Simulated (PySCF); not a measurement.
# GeS (germanium sulfide) at 6 levels

We compute a comparison of 6 runs (B3LYP/6-31G*, BHLYP/aug-cc-pVTZ, PBE0/aug-cc-pVTZ, SVWN5/aug-cc-pVTZ, TPSS/aug-cc-pVTZ, wB97X/aug-cc-pVTZ) of GeS (germanium sulfide). The job is set up through a Python script.

The results are computed with PySCF 2.14.0.

1 further run of the same task is left out (set aside as unsound or not needed). Runs told in other sessions of the task aren't counted.

### 1 Starting point

GeS has 2 atoms, charge 0, and is taken as a singlet. As SMILES, `[S+]#[Ge-]`. The bond length is the measured one.

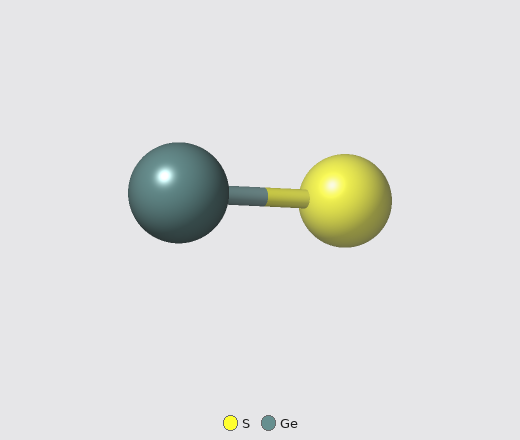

The structure, seen from a chosen angle (sulfur yellow, germanium teal).

### 2 The energy at B3LYP/6-31G(d) (spherical functions) (run 1)

File input.py:

```python
# germanium sulfide (GeS)
from pyscf import gto, dft

system = gto.Mole()
system.atom = '''
S      0.000000     0.000000     0.000000
Ge     0.000000     0.000000     3.802291
'''
system.basis = '6-31g*'
system.max_memory = 1860
system.verbose = 3
system.unit = 'bohr'
system.build()

mf = dft.RKS(system)
mf.xc = 'b3lyp'
mf.conv_tol = 1e-10
mf.grids.level = 5
mf.kernel()
if not mf.converged:
    mf = mf.newton().run(mf.mo_coeff, mf.mo_occ)

e_tot = mf.e_tot
print('E = %.10f Eh' % e_tot)
```

On the command line:

```
OMP_NUM_THREADS=1 python input.py
```

Output:

```text
converged SCF energy = -2474.98841261184
E = -2474.9884126118 Eh
```

It took 3.9 s on 1 thread of Arm Neoverse V2, shared host; peak memory 0.26 GiB.

### 3 A single-point energy at BHLYP/aug-cc-pVTZ (run 2)

File run.py:

```python
from pyscf import gto, dft

mol = gto.M(
    atom='''
S      0.000000     0.000000     0.000000
Ge     0.000000     0.000000     2.012086
''',
    verbose=4,
    basis='aug-cc-pvtz',
    spin=0,
    max_memory=1860,
)

ks = dft.RKS(mol)
ks.xc = 'bhandhlyp'
ks.conv_tol = 1e-10
ks.grids.level = 5
ks.kernel()
if not ks.converged:
    ks = ks.newton().run(ks.mo_coeff, ks.mo_occ)

e_tot = ks.e_tot
print('E(%s) = %.9f' % ('BHLYP', e_tot))
```

On the command line:

```
OMP_NUM_THREADS=1 python run.py
```

Output:

```text
PySCF version 2.14.0

[INPUT] num. atoms = 2
[INPUT] num. electrons = 48
[INPUT] charge = 0
[INPUT] spin (= nelec alpha-beta = 2S) = 0
[INPUT] symmetry False subgroup None
[INPUT] Mole.unit = angstrom
[INPUT] Symbol           X                Y                Z      unit          X                Y                Z       unit  Magmom
[INPUT]  1 S      0.000000000000   0.000000000000   0.000000000000 AA    0.000000000000   0.000000000000   0.000000000000 Bohr   0.0
[INPUT]  2 Ge     0.000000000000   0.000000000000   2.012086000000 AA    0.000000000000   0.000000000000   3.802291479072 Bohr   0.0

nuclear repulsion = 134.655641951209
number of shells = 27
number of NR pGTOs = 202
number of NR cGTOs = 109
basis = aug-cc-pvtz
ecp = {}

******** <class 'pyscf.dft.rks.RKS'> ********
method = RKS
initial guess = minao
damping factor = 0
level_shift factor = 0
DIIS = <class 'pyscf.scf.diis.CDIIS'>
diis_start_cycle = 1
diis_space = 8
diis_damp = 0
SCF conv_tol = 1e-10
SCF conv_tol_grad = None
SCF max_cycles = 50
direct_scf = True
direct_scf_tol = 1e-13
XC library pyscf.dft.libxc version 7.0.0
    S. Lehtola, C. Steigemann, M. J.T. Oliveira, and M. A.L. Marques.,  SoftwareX 7, 1–5 (2018)
XC functionals = bhandhlyp
    Defined through Gaussian implementation.
radial grids:
    Treutler-Ahlrichs [JCP 102, 346 (1995); DOI:10.1063/1.469408] (M4) radial grids

becke partition: Becke, JCP 88, 2547 (1988); DOI:10.1063/1.454033
pruning grids: <function nwchem_prune>
grids dens level: 5
symmetrized grids: False
atomic radii adjust function: <function treutler_atomic_radii_adjust>
small_rho_cutoff = 0
Set gradient conv threshold to 1e-05
Initial guess from minao.
tot grids = 87784
init E= -2474.70013756915
  HOMO = -0.282665340722906  LUMO = -0.0792137451918849  gap/eV = 5.53620
cycle= 1 E= -2475.17993418701  delta_E= -0.48  |g|= 0.507  |ddm|= 1.46
  HOMO = -0.269328678527564  LUMO = -0.0780804523902182  gap/eV = 5.20413
cycle= 2 E= -2474.92922809269  delta_E= 0.251  |g|= 1.01  |ddm|= 1.08
  HOMO = -0.324993376253514  LUMO = -0.0640958131394682  gap/eV = 7.09938
cycle= 3 E= -2475.26237502783  delta_E= -0.333  |g|= 0.0562  |ddm|= 0.702
  HOMO = -0.320388206968765  LUMO = -0.060792788189775  gap/eV = 7.06395
cycle= 4 E= -2475.26291514781  delta_E= -0.00054  |g|= 0.027  |ddm|= 0.0831
  HOMO = -0.325539363219439  LUMO = -0.0603254892225343  gap/eV = 7.21684
cycle= 5 E= -2475.26313237628  delta_E= -0.000217  |g|= 0.00199  |ddm|= 0.0238
  HOMO = -0.325314920151896  LUMO = -0.0598319755273809  gap/eV = 7.22416
cycle= 6 E= -2475.26313405735  delta_E= -1.68e-06  |g|= 0.000694  |ddm|= 0.00327
  HOMO = -0.325212721426095  LUMO = -0.0598745221728776  gap/eV = 7.22022
cycle= 7 E= -2475.26313425169  delta_E= -1.94e-07  |g|= 0.000166  |ddm|= 0.000794
  HOMO = -0.325212588630845  LUMO = -0.0598943383540158  gap/eV = 7.21968
cycle= 8 E= -2475.26313426279  delta_E= -1.11e-08  |g|= 3.94e-05  |ddm|= 0.00018
  HOMO = -0.325204507014474  LUMO = -0.0598893843891257  gap/eV = 7.21959
cycle= 9 E= -2475.2631342635  delta_E= -7.19e-10  |g|= 1.27e-05  |ddm|= 4.74e-05
  HOMO = -0.325204120793902  LUMO = -0.05988951610193  gap/eV = 7.21958
cycle= 10 E= -2475.26313426359  delta_E= -8.82e-11  |g|= 9.2e-07  |ddm|= 2.01e-05
  HOMO = -0.325204378416195  LUMO = -0.0598896947085771  gap/eV = 7.21958
Extra cycle  E= -2475.2631342636  delta_E= -1.82e-12  |g|= 8.1e-07  |ddm|= 1.58e-06
converged SCF energy = -2475.2631342636
E(BHLYP) = -2475.263134264
```

Wall time 10 s (1 thread of Arm Neoverse V2, shared host); peak memory 0.54 GiB.

Runs 3 to 5 aren't shown in full; the table further down has their settings and results.

### 4 A single-point energy at wB97X/aug-cc-pVTZ (run 6)

File input.py:

```python
# germanium sulfide (GeS)
from pyscf import gto, dft

mol = gto.Mole()
mol.atom = '''
S    0.000000   0.000000   0.000000
Ge   0.000000   0.000000   2.012086
'''
mol.verbose = 3
mol.max_memory = 1860
mol.spin = 0
mol.basis = 'aug-cc-pvtz'
mol.build()

myscf = dft.RKS(mol, xc='wb97x')
myscf.conv_tol = 1e-10
myscf.grids.level = 5
myscf.kernel()
if not myscf.converged:
    myscf = myscf.newton().run(myscf.mo_coeff, myscf.mo_occ)

e_tot = myscf.e_tot
print('E = %.10f Eh' % e_tot)
```

On the command line:

```
OMP_NUM_THREADS=1 python input.py
```

Output:

```text
converged SCF energy = -2475.31814194803
E = -2475.3181419480 Eh
```

It took 32 s on 1 thread of Arm Neoverse V2, shared host; peak memory 0.54 GiB.

### 5 Overview of the runs

```csv
run,level,energy (Eh),dipole moment (D),HOMO energy (eV),LUMO energy (eV),wall time
1,B3LYP/6-31G* (spherical functions),-2474.988413,2.02,-7.71,-2.54,3.9 s
2,BHLYP/aug-cc-pVTZ,-2475.263134,2.46,-8.85,-1.63,10 s
3,PBE0/aug-cc-pVTZ,-2474.881881,2.21,-7.96,-2.42,10 s
4,SVWN5/aug-cc-pVTZ,-2470.782120,1.91,-7.02,-3.34,8.1 s
5,TPSS/aug-cc-pVTZ,-2475.278876,1.98,-6.94,-3.10,21 s
6,wB97X/aug-cc-pVTZ,-2475.318142,2.47,-10.18,-0.52,32 s
```

### 6 Summary of results

```
            quantity           value
 run 6: total energy  -2475.31814 Eh
run 6: dipole moment          2.47 D
  run 6: HOMO energy       -10.18 eV
  run 6: LUMO energy        -0.52 eV
run 6: HOMO–LUMO gap         9.67 eV
```

**Reading.** The dipole moment (its size) runs from 1.91 D (SVWN5/aug-cc-pVTZ) to 2.47 D (wB97X/aug-cc-pVTZ). The HOMO–LUMO gap runs from 3.69 eV (SVWN5/aug-cc-pVTZ) to 9.67 eV (wB97X/aug-cc-pVTZ). Totals of different functionals can't be ranked against each other. All runs together took 86 s, the longest 32 s.
